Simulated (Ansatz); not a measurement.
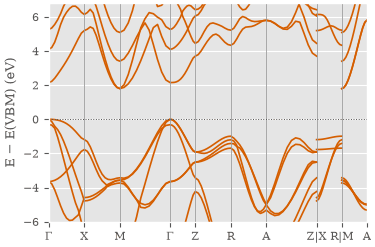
*Band structure from r²SCAN (plane waves, PAW; program Ansatz)*

### Question
Read off the gap and where the band edges lie.

### Answer
About 1.8 eV (1.80 eV by a search for the band edges); maximum at Γ, minimum at M.

### Question
Pick the material that matches.
A) BaTiO3, P4mm (Ba on 1b, Ti on 1a, O on 2c, O on 1a)
B) Si3Ge, P-4m2 (Si on 2g, Si on 1a, Ge on 1c)
C) SiGeC2, P-4m2 (Si on 1a, C on 2g, Ge on 1c)

### Answer
C, SiGeC2, P-4m2 (Si on 1a, C on 2g, Ge on 1c)

The start of the workflow was typed in or built on a structure type; neither database checked (COD, Materials Project) lists it. Whether it is the stable phase at ambient conditions was not checked. Symmetry was held in the r²SCAN relaxation; whether a distortion lowers the energy is not shown. Spin–orbit coupling is left out wherever it is not named.

Potentials: the earlier of the program's two PAW sets.
